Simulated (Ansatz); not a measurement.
# SrVO3 (Pm-3m): one cell, many starting occupations, part 2 of 3

Aim: start the open shells of SrVO3 (Pm-3m) from different occupation matrices at one fixed cell, and see in which states the SCF ends. Cell and atoms stay fixed.

Ansatz 0.2.0; DFT r²SCAN+U (U_eff = 2.5 eV on V d), plane waves, PAW. Earlier steps stand in the parts before.

## Step 3: Natural orbitals of the symmetric run, filled by rank

The input, input.yaml:

```yaml
crystal:
  lattice:
    - [3.8408994, 0.0, 0.0]
    - [0.0, 3.8408994, 0.0]
    - [0.0, 0.0, 3.8408994]
  atoms:
    - { symbol: Sr, position: [0.5, 0.5, 0.5] }
    - { symbol: V, position: [0.0, 0.0, 0.0], spin: 1.0 }
    - { symbol: O, position: [0.5, 0.0, 0.0] }
    - { symbol: O, position: [0.0, 0.5, 0.0] }
    - { symbol: O, position: [0.0, 0.0, 0.5] }
basis:
  ecutwfc: 500
  ecutrho_ratio: 4
kpoints:
  mp_grid: { grid: [5, 5, 5] }
hamiltonian:
  xc: r2scan
  hubbard:
    sites:
      - { site: 1, l: d, u_eff: 2.5, starting_ns: [{ spin: up, occupation_matrix: s1up }, { spin: down, occupation_matrix: s1down }] }
    occupation_matrices:
      s1up:
        matrix:
          - [0.02, 0.0, 0.0, 0.0, 0.0]
          - [0.0, 0.02, 0.0, 0.0, 0.0]
          - [0.0, 0.0, 0.02, 0.0, 0.0]
          - [0.0, 0.0, 0.0, 0.02, 0.0]
          - [0.0, 0.0, 0.0, 0.0, 0.97]
      s1down:
        matrix:
          - [0.02, 0.0, 0.0, 0.0, 0.0]
          - [0.0, 0.02, 0.0, 0.0, 0.0]
          - [0.0, 0.0, 0.02, 0.0, 0.0]
          - [0.0, 0.0, 0.0, 0.02, 0.0]
          - [0.0, 0.0, 0.0, 0.0, 0.02]
    ns_hold: { iters: 10 }
scf:
  occupations: { method: gaussian, width: 0.05 }
  lower_state_search: "off"
  max_iter: 150
output:
  forces: true
  stress: true
  eigenvalues: true
  populations: true
  hubbard: { sites: [{ site: 1, l: d }] }
  write_density: true
  write_potential: true
  elf: true
  volumetric_format: npy
magnetization:
  spin_polarized: true
```

The typed matrices put 0.97 on the chosen orbitals and 0.02 on the others, and are held for 10 cycles.

On the command line:

```
$ ansatz run input.yaml --threads 4 --pin off --max-ram 6144MiB --backend cpu --events-out ev --progress --plain --runs-dir out
```

The log of the run:

```text
Warning: crystal.symmetry: narrowed to the stabiliser of the occupation matrices — unitary ops 48 → 16; lowered by the specified shell (site 1, l: d); largest admitted image defect 8.9e-16, smallest excluded 9.5e-1 — at a splitting's scale: the group the occupation matrices' own texture admits
Warning: RAYON_NUM_THREADS=4 ignored (pool sized by the plan → 4); use --threads N
Sr: projections on atomic orbitals take those of the free atom [Ar 3d10] 4s2 4p6 5s2, of charge +0.00 (hamiltonian.pseudopotentials.projection_atoms); the dataset's partial waves leave at most 2.8e-6 of an orbital's norm unspanned inside its sphere
V: projections on atomic orbitals take those of the free atom [Ne] 3s2 3p6 3d3 4s2, of charge +0.00 (hamiltonian.pseudopotentials.projection_atoms); the dataset's partial waves leave at most 5.8e-7 of an orbital's norm unspanned inside its sphere
O: projections on atomic orbitals take those of the free atom [He] 2s2 2p4, of charge +0.00 (hamiltonian.pseudopotentials.projection_atoms); the dataset's partial waves leave at most 1.9e-8 of an orbital's norm unspanned inside its sphere
Engine: ansatz 0.2.0, aarch64-unknown-linux-gnu
Pseudopotentials: kind: paw
Pseudopotential: Sr, paw, valence charge 10, recommended cutoff 500 eV (meta_gga), Sr.paw.azcp
Pseudopotential: V, paw, valence charge 13, recommended cutoff 500 eV (meta_gga), V.paw.azcp
Pseudopotential: O, paw, valence charge 6, recommended cutoff 500 eV (meta_gga), O.paw.azcp
Functional definition: r2SCAN
  parameter k0 = 0.174
  parameter k1 = 0.065
  parameter a1 = 4.9479
  exchange = r2scan_x(k0 = k0, k1 = k1, a1 = a1)
  correlation = r2scan_c
Crystal: 5 atoms, lattice volume = 56.663 Å³
Basis set: ecut = 500 eV, 1419 PW (Γ), exchange–correlation on 120×120×120 points (64 copies of the dense FFT grid, shifted against one another)
Bands: 26, of which v1, the nominal top of the filled ones, is band 21 counted from 1 (20 counted from 0)
Symmetry: 16 space group operations
k-points: 18 of 125
Non-local potential: Sr, projectors of the file, l = 0: 3, l = 1: 2, l = 2: 2
Non-local potential: V, projectors of the file, l = 0: 3, l = 1: 2, l = 2: 3, l = 3: 1
Non-local potential: O, projectors of the file, l = 0: 2, l = 1: 2, l = 2: 1
PAW form: soft (Blöchl's): semilocal exchange-correlation on the pseudo side does not see the compensation charge
PAW frozen core: Sr, regenerated for the run's functional (the file was generated under x = pbe(κ = 0.804, μ = 0.2195149727645171), c = pbe(β = 0.06672455060314922))
PAW frozen core: V, regenerated for the run's functional (the file was generated under x = pbe(κ = 0.804, μ = 0.2195149727645171), c = pbe(β = 0.06672455060314922))
PAW frozen core: O, regenerated for the run's functional (the file was generated under x = pbe(κ = 0.804, μ = 0.2195149727645171), c = pbe(β = 0.06672455060314922))
PAW one-centre angular grid: Sr, 302 points (default); XC on 160 Gauss nodes
PAW one-centre angular grid: V, 590 points (default); XC on 160 Gauss nodes
PAW one-centre angular grid: O, 302 points (default); XC on 160 Gauss nodes
Initial density: superposition of atomic densities (chi_scale 0.1, normalization cell, long waves kept (reshape's long-wave potential 0.00 eV rms))
Starting moments: Σ|m| = 1 μB on 1 of 5 sites
Initial wavefunctions: pseudopotential atomic-orbital guess
Functional: x = r2scan, c = r2scan; τ floored in thin density (d = 2e-4 eV/Å³)
SCF iter   1: F=—  HF=-8181.896903 eV  |F-HF|=—  |Δ(HF+E_count)|=         —  Δρ=4.87e-2 (↑4.87e-2 ↓3.54e-2)  dr2=3.28e0  dr2_τ=1.13e-1  dr2_m=1.92e-1  M=1.000 μB ∫|m|=1.117 μB  β_m=1.00  ethr=3.10e-3  ⟨swp⟩=7.2  Hψ=4592  notcnv=0
preconditioner: auto → Resta (q_TF=auto, 2.585 Å⁻¹)  ε∞=4.8  [insulator: Δε(μ)=0.155 eV  Ē_g=14.019 eV  σ=0.050 eV  W_gap=0.75  n_scr=18 (ndim 8)  ℏωp=27.5 eV  f_vac=0.000  D(μ)=0.58/eV (n_scr^D=0)  ε∞_Penn≈4.8]
spin=Collinear: Resta preconditioning applied to the charge; magnetization (m = ρ↑ − ρ↓) channel mixes plain (no charge-response kernel on spin).
SCF iter   2: F=—  HF=-8182.145344 eV  |F-HF|=—  |Δ(HF+E_count)|=   2.48e-1  Δρ=2.61e-2 (↑2.61e-2 ↓2.30e-2)  dr2=1.07e0  dr2_τ=1.36e-2  dr2_m=9.88e-3  M=1.000 μB ∫|m|=1.154 μB  β_m=1.00  ethr=3.10e-3  ⟨swp⟩=2.1  Hψ=2085  notcnv=0  defer=48  κ⁻¹=1.0e0(r=1)
preconditioner: auto → Kerker (q_TF=auto, 2.585 Å⁻¹)  [metal: Δε(μ)=0.026 eV  Ē_g=13.435 eV  σ=0.050 eV  W_gap=0.28  n_scr=18 (ndim 8)  ℏωp=27.5 eV  f_vac=0.000  D(μ)=1.19/eV (n_scr^D=6)]
spin=Collinear: Kerker preconditioning applied to the charge; magnetization (m = ρ↑ − ρ↓) channel mixes plain (no charge-response kernel on spin).
SCF iter   3: F=—  HF=-8182.179982 eV  |F-HF|=—  |Δ(HF+E_count)|=   3.46e-2  Δρ=1.47e-2 (↑1.47e-2 ↓1.38e-2)  dr2=2.98e-1  dr2_τ=8.57e-3  dr2_m=1.34e-3  M=1.000 μB ∫|m|=1.175 μB  β_m=1.00  ethr=2.62e-3  ⟨swp⟩=2.3  Hψ=1427  notcnv=0  defer=48  κ⁻¹=2.0e-2(r=2)
SCF iter   4: F=—  HF=-8182.249872 eV  |F-HF|=—  |Δ(HF+E_count)|=   6.99e-2  Δρ=9.92e-3 (↑9.92e-3 ↓8.07e-3)  dr2=2.03e-1  dr2_τ=3.41e-3  dr2_m=1.06e-3  M=1.000 μB ∫|m|=1.162 μB  β_m=0.30  ethr=7.27e-4  ⟨swp⟩=2.6  Hψ=1698  notcnv=0  defer=46  κ⁻¹=3.9e-3(r=3)
SCF iter   5: F=—  HF=-8182.248264 eV  |F-HF|=—  |Δ(HF+E_count)|=   1.61e-3  Δρ=3.46e-3 (↑3.46e-3 ↓3.37e-3)  dr2=1.65e-2  dr2_τ=1.33e-3  dr2_m=8.79e-5  M=1.000 μB ∫|m|=1.174 μB  β_m=1.00  ethr=4.95e-4  ⟨swp⟩=2.8  Hψ=1745  notcnv=0  defer=43  κ⁻¹=1.2e-3(r=4)
SCF iter   6: F=—  HF=-8182.265205 eV  |F-HF|=—  |Δ(HF+E_count)|=   1.69e-2  Δρ=1.53e-3 (↑1.53e-3 ↓1.24e-3)  dr2=3.21e-3  dr2_τ=1.20e-4  dr2_m=2.08e-4  M=1.000 μB ∫|m|=1.171 μB  β_m=0.30  ethr=4.03e-5  ⟨swp⟩=2.4  Hψ=1769  notcnv=0  defer=43  κ⁻¹=8.7e-5(r=5)
SCF iter   7: F=—  HF=-8182.275574 eV  |F-HF|=—  |Δ(HF+E_count)|=   1.04e-2  Δρ=2.37e-3 (↑2.37e-3 ↓1.12e-3)  dr2=6.00e-3  dr2_τ=7.16e-5  dr2_m=3.75e-4  M=1.000 μB ∫|m|=1.168 μB  β_m=0.30  ethr=7.84e-6  ⟨swp⟩=2.4  Hψ=1746  notcnv=0  defer=43  κ⁻¹=4.4e-5(r=6)
SCF iter   8: F=—  HF=-8182.279532 eV  |F-HF|=—  |Δ(HF+E_count)|=   3.96e-3  Δρ=1.21e-3 (↑1.21e-3 ↓4.42e-4)  dr2=8.61e-4  dr2_τ=1.96e-5  dr2_m=2.25e-4  M=1.000 μB ∫|m|=1.168 μB  β_m=0.30  ethr=7.84e-6  ⟨swp⟩=2.0  Hψ=1543  notcnv=0  defer=43  κ⁻¹=7.4e-6(r=7)
SCF iter   9: F=—  HF=-8182.281932 eV  |F-HF|=—  |Δ(HF+E_count)|=   2.40e-3  Δρ=6.98e-4 (↑6.98e-4 ↓4.42e-4)  dr2=1.52e-4  dr2_τ=5.95e-6  dr2_m=1.47e-4  M=1.000 μB ∫|m|=1.167 μB  β_m=0.30  ethr=2.10e-6  ⟨swp⟩=2.3  Hψ=1377  notcnv=0  defer=42  κ⁻¹=2.9e-7(r=8)
SCF iter  10: F=—  HF=-8182.283317 eV  |F-HF|=—  |Δ(HF+E_count)|=   1.38e-3  Δρ=5.16e-4 (↑4.38e-4 ↓5.16e-4)  dr2=4.67e-5  dr2_τ=5.07e-6  dr2_m=1.07e-4  M=1.000 μB ∫|m|=1.166 μB  β_m=0.30  ethr=3.72e-7  ⟨swp⟩=2.0  Hψ=1601  notcnv=0  defer=42  κ⁻¹=4.8e-7(r=8)
[... 2 lines left out ...]
spin-set hold released at iteration 11 (site moments contracting): the magnetisation degrees of freedom join the quasi-Newton model from the next iteration; the mixer history was flushed
[... 3 lines left out ...]
SCF iter  15: F=-8182.871437 eV  HF=-8182.872886 eV  |F-HF|=1.45e-3  |Δ(HF+E_count)|=   3.14e-3  Δρ=1.48e-3 (↑1.48e-3 ↓1.01e-3)  dr2=3.80e-3  dr2_τ=3.51e-5  dr2_m=1.94e-4  M=1.000 μB ∫|m|=1.237 μB  β_m=1.20  ethr=2.19e-8  ⟨swp⟩=3.3  Hψ=2658  notcnv=0  defer=40  κ⁻¹=1.6e-2(r=3)
SCF iter  16: F=-8182.872299 eV  HF=-8182.873008 eV  |F-HF|=7.09e-4  |Δ(HF+E_count)|=   1.23e-4  Δρ=8.80e-4 (↑8.80e-4 ↓6.61e-4)  dr2=1.77e-3  dr2_τ=1.78e-5  dr2_m=5.54e-5  M=1.000 μB ∫|m|=1.242 μB  β_m=1.20  ethr=2.19e-8  ⟨swp⟩=3.0  Hψ=2064  notcnv=0  defer=40  κ⁻¹=1.7e-3(r=4)
SCF iter  17: F=-8182.872962 eV  HF=-8182.873048 eV  |F-HF|=8.63e-5  |Δ(HF+E_count)|=   3.97e-5  Δρ=3.23e-4 (↑3.23e-4 ↓3.10e-4)  dr2=2.62e-4  dr2_τ=3.53e-6  dr2_m=3.45e-6  M=1.000 μB ∫|m|=1.254 μB  β_m=1.20  ethr=2.19e-8  ⟨swp⟩=3.8  Hψ=2553  notcnv=0  defer=40  κ⁻¹=2.4e-4(r=5)
SCF iter  18: F=-8182.873007 eV  HF=-8182.873040 eV  |F-HF|=3.33e-5  |Δ(HF+E_count)|=   7.74e-6  Δρ=2.47e-4 (↑2.47e-4 ↓2.30e-4)  dr2=1.05e-4  dr2_τ=1.66e-6  dr2_m=1.25e-6  M=1.000 μB ∫|m|=1.257 μB  β_m=1.20  ethr=2.19e-8  ⟨swp⟩=2.8  Hψ=1762  notcnv=0  defer=40  κ⁻¹=9.3e-5(r=6)
SCF iter  19: F=-8182.873019 eV  HF=-8182.873019 eV  |F-HF|=5.40e-7  |Δ(HF+E_count)|=   2.11e-5  Δρ=1.18e-4 (↑1.18e-4 ↓1.03e-4)  dr2=1.95e-5  dr2_τ=4.17e-7  dr2_m=9.29e-7  M=1.000 μB ∫|m|=1.258 μB  β_m=1.20  ethr=2.19e-8  ⟨swp⟩=2.1  Hψ=1624  notcnv=0  defer=40  κ⁻¹=2.2e-5(r=7)
SCF iter  20: F=-8182.873023 eV  HF=-8182.873019 eV  |F-HF|=4.05e-6  |Δ(HF+E_count)|=   1.67e-7  Δρ=6.21e-5 (↑5.83e-5 ↓6.21e-5)  dr2=4.99e-6  dr2_τ=1.41e-7  dr2_m=2.29e-8  M=1.000 μB ∫|m|=1.257 μB  β_m=1.20  ethr=2.19e-8  ⟨swp⟩=2.0  Hψ=1619  notcnv=0  defer=40  κ⁻¹=8.0e-6(r=8)
SCF iter  21: F=-8182.873024 eV  HF=-8182.873023 eV  |F-HF|=7.97e-7  |Δ(HF+E_count)|=   4.10e-6  Δρ=3.99e-5 (↑3.99e-5 ↓3.68e-5)  dr2=1.99e-6  dr2_τ=5.71e-8  dr2_m=8.37e-8  M=1.000 μB ∫|m|=1.257 μB  β_m=1.20  ethr=1.22e-8  ⟨swp⟩=2.4  Hψ=1699  notcnv=0  defer=40  κ⁻¹=3.0e-6(r=8)
SCF iter  22: F=-8182.873024 eV  HF=-8182.873024 eV  |F-HF|=5.16e-9  |Δ(HF+E_count)|=   1.35e-6  Δρ=1.32e-5 (↑1.11e-5 ↓1.32e-5)  dr2=2.16e-7  dr2_τ=7.21e-9  dr2_m=1.16e-8  M=1.000 μB ∫|m|=1.257 μB  β_m=1.20  ethr=4.85e-9  ⟨swp⟩=2.4  Hψ=1591  notcnv=0  defer=40  κ⁻¹=4.2e-5(r=8)
SCF iter  23: F=-8182.873025 eV  HF=-8182.873024 eV  |F-HF|=6.33e-8  |Δ(HF+E_count)|=   8.88e-9  Δρ=6.57e-6 (↑6.57e-6 ↓6.06e-6)  dr2=5.17e-8  dr2_τ=1.89e-9  dr2_m=1.26e-9  M=1.000 μB ∫|m|=1.257 μB  β_m=1.20  ethr=2.44e-10  ⟨swp⟩=15.4  Hψ=6873  notcnv=0  κ⁻¹=1.7e-5(r=8)
SCF iter  24: F=-8182.873025 eV  HF=-8182.873025 eV  |F-HF|=3.66e-8  |Δ(HF+E_count)|=   4.49e-8  Δρ=4.35e-6 (↑4.32e-6 ↓4.35e-6)  dr2=2.87e-8  dr2_τ=7.38e-10  dr2_m=2.19e-10  M=1.000 μB ∫|m|=1.257 μB  ethr=1.26e-10  ⟨swp⟩=8.9  Hψ=5905  notcnv=0
SCF 1 converged in 24 iterations: F = -8182.873025 eV  dr2 = 2.87e-8
this state was not tested for a lower state beside it, because the mixer in use, unlike msr1, does not test its closes by its own steps (another_mixer; see scf.mixing.algorithm and scf.lower_state_search)
SCF converged after 24 iterations
Magnetization: 1.0000 μB (21.0000 up, 20.0000 down)
Absolute magnetization: 1.2617 μB (∫|ρ↑−ρ↓|, with the PAW one-centre terms)
Spin contamination: 0.0239 ħ² per cell (⟨S²⟩ above its minimum at these occupations)
Per-site moments (μB) at R_I (Å): [(0.0007724255676503455, 1.1203194797830784), (0.8474341792863371, 0.79218550125), (0.001412008203878251, 0.79218550125), (0.0014120082038780036, 0.79218550125), (-0.07105562926622996, 0.79218550125)]
Free energy (F): -8182.873025 eV
Harris-Foulkes:  -8182.873025 eV  (|F-HF|=3.66e-8)
Internal energy: -8182.872304 eV  (E = F + TS)
E sigma→0 (E₀):  -8182.872665 eV
Entropy (-TS):   -0.000720 eV (-0.144 meV/atom)
Fermi energy:    11.575632 eV
--- Per-component energies (eV) ---
  E_band       = -259.962602
  E_kinetic    = 1115.342201
  E_local      = -2635.466765  (includes V_loc(G=0)·N_el)
  E_nonlocal   = 292.773718
  E_hartree    = 979.902638
  E_xc         = -514.546883
  E_vxc        = -684.068856  (∫ρ·V_xc dr)
  E_hubbard    = 2.103124  (on-site DFT+U / exact-exchange correction)
  E_vhub       = 0.247509  (the Hubbard potential's part of the band-sum identity)
  E_paw        = -4313.418486  (= ΣΔE_a)
  E_vpaw       = -350.463312  (= ΣTr[D̂ρ^β])
  E_aug_tail   = 0.003319  (compensation charges beyond the density's cutoff)
  E_vtau       = 41.861124  (kinetic-family band-sum trace: ∫τ·v_τ [+ j·A + Jᵃ·Aᵃ] dr)
  E_ewald      = -3109.057530
  E_core_change = -0.507640  (= ΣΔE_core)
  E_smearing   = -0.000720  (= −TS)
  E_closure    = 0.000000  (closes the sum)
  Σ components = -8182.873025   (vs F -8182.873025, Δ=0.00e0)
--- Specified on-site occupations, and those of the state reported ---
  electrons in the specified blocks: 1.1500 specified, 3.1669 found
  site 1 (l=d) ↑: largest change of an orbital's occupation 0.3144; electrons 1.0500 specified, 2.1149 found; spectral distance 0.5472
  site 1 (l=d) ↓: largest change of an orbital's occupation 0.2720; electrons 0.1000 specified, 1.0520 found; spectral distance 0.4511
--- Forces (eV/Å), atoms counted from 1 ---
  atom   1  Sr     0.00000000     0.00000000     0.00000000
  atom   2  V     -0.00000000    -0.00000000     0.00000000
  atom   3  O     -0.00000000     0.00000000     0.00000000
  atom   4  O      0.00000000     0.00000000     0.00000000
  atom   5  O     -0.00000000     0.00000000     0.00000000
  max |Σ_I F_I| component: 8.28e-30 eV/Å
--- Stress (GPa, compression-positive) ---
        6.562069       0.000000       0.000000
        0.000000       6.562069       0.000000
        0.000000       0.000000      -3.448099
  P = ⅓ Tr σ = 3.2253 GPa (32.253 kbar)
--- Band table (eV; the first three rows and the last of 36) ---
  k-point 0 ↑: bands = ["-57.2169", "-30.0798", "-29.8022", "-29.8022", "-23.2383", "-8.5251", "-7.3807", "-7.0793", "-4.6559", "-4.6559", "-4.5967", "6.8100", "7.0141", "7.0141", "8.7753", "8.9416", "8.9416", "9.1522", "9.8196", "9.9515", "9.9515", "11.2176", "11.2176", "12.9146", "14.1382", "16.3880"]
  k-point 1 ↑: bands = ["-57.2167", "-30.0912", "-29.8017", "-29.8017", "-23.2272", "-8.4453", "-7.4831", "-7.0652", "-4.6338", "-4.6338", "-4.3812", "6.1494", "7.0104", "7.0104", "8.3598", "8.3598", "8.7978", "8.8187", "8.8483", "9.7599", "9.7599", "12.0048", "12.0048", "14.0711", "14.1522", "17.0910"]
  k-point 2 ↑: bands = ["-57.2163", "-30.1096", "-29.8007", "-29.8007", "-23.2093", "-8.4322", "-7.4659", "-7.0421", "-4.5977", "-4.5977", "-4.0827", "5.1383", "7.0727", "7.0727", "7.6126", "7.6126", "7.9321", "8.3569", "8.8346", "9.5876", "9.5876", "12.9105", "12.9105", "14.1667", "15.2641", "18.2558"]
  k-point 17 ↓: bands = ["-55.9054", "-29.3990", "-28.1898", "-28.1896", "-23.1642", "-7.6902", "-7.1247", "-6.9832", "-4.8641", "-4.8330", "-4.6644", "5.1081", "5.7809", "6.1035", "6.3028", "6.4604", "6.9411", "9.8269", "9.9060", "10.3546", "14.5191", "14.5280", "15.8603", "17.7646", "18.2056", "18.6053"]
Occupation matrices written to <dir>
--- Löwdin populations: 5 sites ---
  site symbol       q [e]    m [muB]
     0     Sr      8.2489     0.0047
     1      V     11.5740     1.0680
     2      O      6.9647     0.0004
     3      O      6.9647     0.0004
     4      O      6.9231    -0.0881
  spilling = 0.007918 (of n_electrons = 41.000000)
--- Occupation matrices: 1 shell (run DFT+U table (all-electron-ortho-atomic); ε = 5.81e-3) ---
  V1 d_3D: site group Oh (m-3m)
  V1 d_3D up     Tr n = 2.1149  λ = 0.268 0.268 0.297 0.334 0.947  [2× xz 0.50 (T2g 1.00) T2g(1.00) | x2-y2 1.00 (Eg 1.00) Eg(1.00) | z2 1.00 (Eg 1.00) Eg(1.00) | xy 1.00 (T2g 1.00) T2g(1.00)]
  V1 d_3D dn     Tr n = 1.0520  λ = 0.140 0.165 0.165 0.290 0.292  [xy 1.00 (T2g 1.00) T2g(1.00) | 2× xz 0.50 (T2g 1.00) T2g(1.00) | 2× z2 0.50 (Eg 1.00) Eg(1.00)]
  specified occupation → V1 d_3D up: matrix, ‖Δ‖_F = 0.5472, Tr Δ = -1.0649, displaced = 0.5554, d_λ = 0.5472; orbital distance = 0.0000
  specified occupation → V1 d_3D dn: matrix, ‖Δ‖_F = 0.4511, Tr Δ = -0.9520, displaced = 0.4760, d_λ = 0.4511; orbital distance = 0.0000
  Tr n, λ and their labels are of the run-group-symmetrised matrices; stabiliser: 16 of 96 elements of G0×{1,Θ} (closed), max defect 1.1e-15 at τ = 1.2e-3
```

Wall time 8 s (4 threads of Arm Neoverse V1, shared host); peak memory 0.54 GiB.

Result: no gap, pressure 3.2 GPa, moments in spheres V 0.85; O -0.07 μB, largest force component 0.00 eV/Å, 16 symmetry operations imposed.

The shells' filling, with natural orbitals sorted by occupation:

```tsv
shell	channel	electrons	over 0.8	0.2 to 0.8	under 0.2
V 3d (atom 2)	up	2.12	1	4	0
V 3d (atom 2)	down	1.05	0	2	3
```

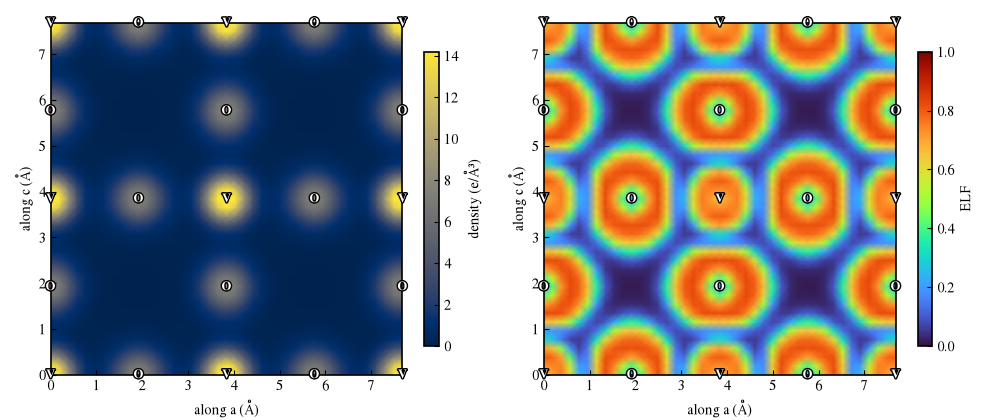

Density (left) and ELF (right) in a lattice plane of the grid's cell (edges 3.84 and 3.84 Å, at 0.000 of the third edge), which holds V and O. Only atoms in the plane are labelled; the density scale stops at 14.20 e/Å³. Both are smooth fields of the valence electrons: close to the nuclei they are not physical.

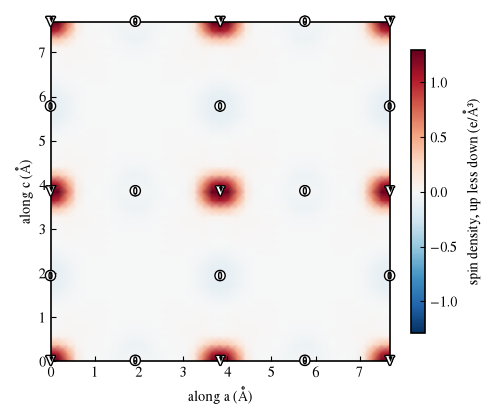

Spin density in a lattice plane of the grid's cell (edges 3.84 and 3.84 Å, at 0.000 of the third edge), which holds V and O.

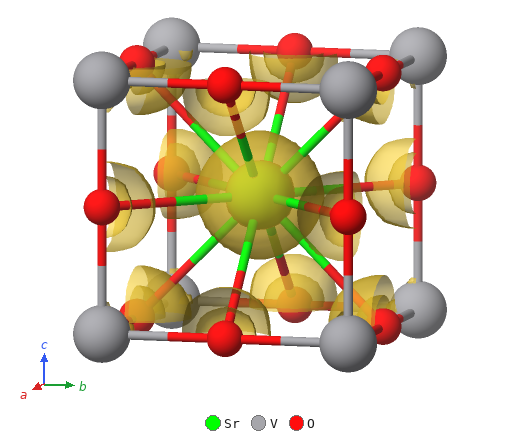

Surface of ELF = 0.78, drawn in one cell.

Outside the cores ELF peaks at 0.84 in the shell around O, 0.6 Å from O.

[end of part 2 of 3]
